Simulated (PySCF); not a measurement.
**C3H10NOSi (SMILES [CH2]CCO[SiH2]N) (doublet): density, localisation and related maps**

```xyz
16

C     1.3466   -1.0588    0.2013
C     1.6974    0.3640    0.2763
C     0.5901    1.2733   -0.3072
O    -0.5457    1.3130    0.4852
Si   -1.5257    0.1231    0.9861
N    -2.0969   -0.8128   -0.3492
H     1.1302   -1.5020   -0.7530
H     1.3915   -1.6969    1.0604
H     1.8803    0.6650    1.3084
H     2.6008    0.5751   -0.3138
H     0.9661    2.3005   -0.3772
H     0.3333    0.9249   -1.3158
H    -0.8720   -0.6743    2.0356
H    -2.6465    0.9053    1.4851
H    -1.4250   -1.2118   -0.9862
H    -2.8321   -1.4787   -0.1797
```

Geometry: GFN2-xTB.

Theory: UKS B3LYP, pcH-1 on C H N O Si, non-relativistic, mean-field spin-orbit, GIAO (PySCF 2.14.0, density-fitted response routines).

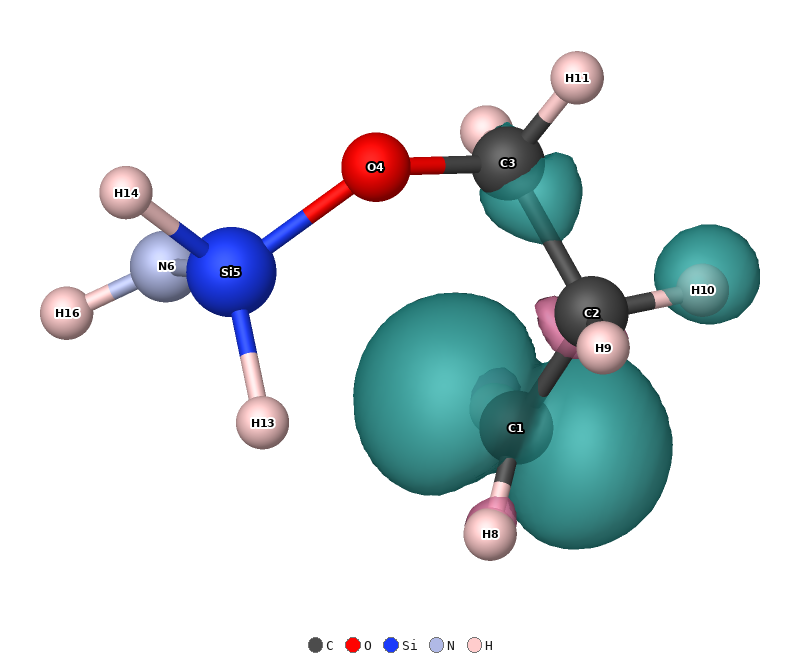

Figure 1. Isosurfaces of the spin density (α minus β) at +0.03 (teal) and −0.03 e/Å³ (pink), seen at a tilt.

Question: Which atoms carry the spin?

Answer: The unpaired spin (1 electron) lies mostly on C1 (about 0.7), in electrons by Hirshfeld's partition.

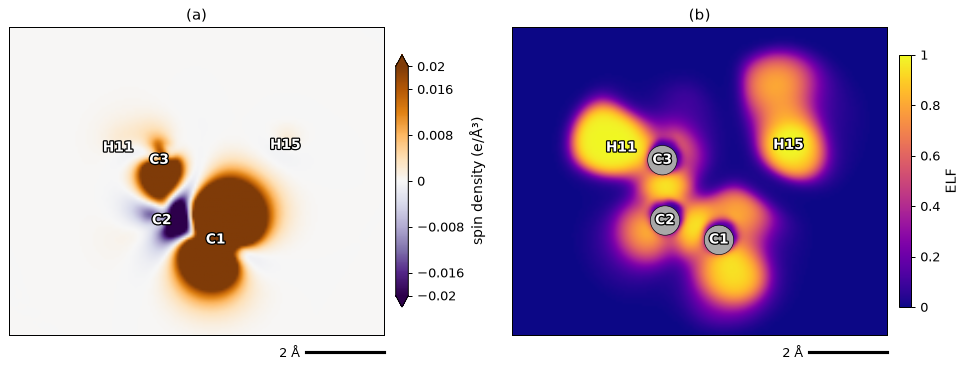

Figure 2. (a) spin density (α minus β); (b) ELF on the plane of atoms C1, C2 and C3. Grey discs cover the atomic cores in the ELF map.

Question: What do the fields say about this system?

Answer:
- Atoms in the plane: C and H.
- C–C (1.47 Å): the ELF peaks at about 0.95 between the atoms, as expected for localised, covalent bonding.
- C–C (1.55 Å): the ELF peaks at about 0.95 between the atoms; a shared electron pair.
- C–H (1.10 Å): the ELF climbs to about 1 towards the hydrogen, as it does in any bond to H; an ordinary covalent bond to hydrogen.

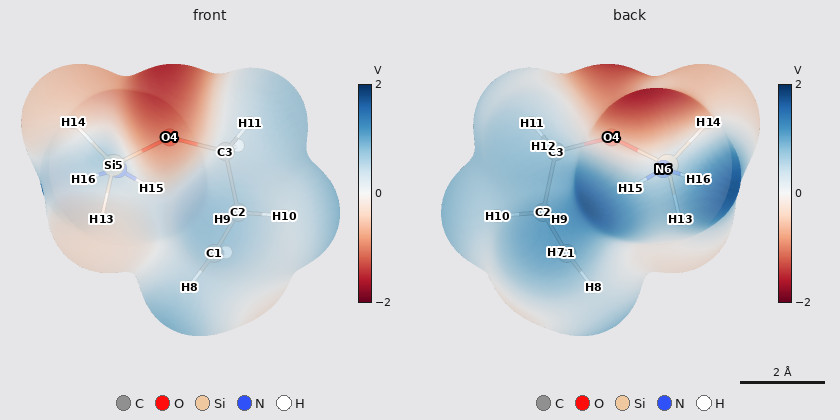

Figure 3. The electrostatic potential painted on the density surface at 0.002 e/bohr³, seen from the front and from behind; the colour scale runs from red (negative) to blue (positive).

Question: Where is the surface potential most negative and most positive?

Answer: The most negative region (about −1.6 V) lies over N6, the most positive (about +1.7 V) over H15 and H16. N6 is the likeliest acceptor of a hydrogen bond.
